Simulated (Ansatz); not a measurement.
Hypothetical R-3 C, carrier doping

The reference is C (space group R-3, No. 148; a hypothetical phase, not in the database extracts checked).

```xyz
8
Lattice="3.1590 1.8238 1.2820 -3.1590 1.8238 1.2820 0.0000 -3.6477 1.2820" Properties=species:S:1:pos:R:3 pbc="T T T"
C     -2.1836    -0.5638     1.5276
C      2.1836     0.5638     2.3184
C      1.5801    -1.6092     1.5276
C     -1.5801     1.6092     2.3184
C      0.6035     2.1730     1.5276
C     -0.6035    -2.1730     2.3184
C      0.0000     0.0000     2.6926
C      0.0000     0.0000     1.1534
```

Carriers are added at fixed cell with a uniform background; the Fermi–Dirac width is that of 300 K.

The values are results of plane-wave PAW DFT at the PBEsol level (Ansatz, a quantum-chemistry and plane-wave program, 420 eV), no spin-orbit coupling, not measurements.

Notes on the quantities. Fermi level from band edge: Fermi level relative to the doped band's edge (positive inside the band; to 0.05 eV).

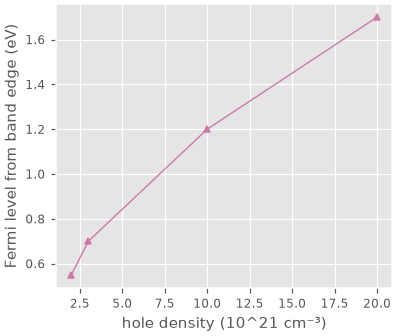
Fermi level from band edge against hole density

```
hole density (10^21 cm⁻³)  Fermi level from band edge
-------------------------  --------------------------
2                                            +0.55 eV
3                                            +0.70 eV
10                                           +1.20 eV
20                                           +1.70 eV
```

Carriers are added with a uniform compensating background; total energy and stress of such cells depend on the potential's zero and are not compared; many-body gap narrowing is missing at this level. No phonon test of stability was made.
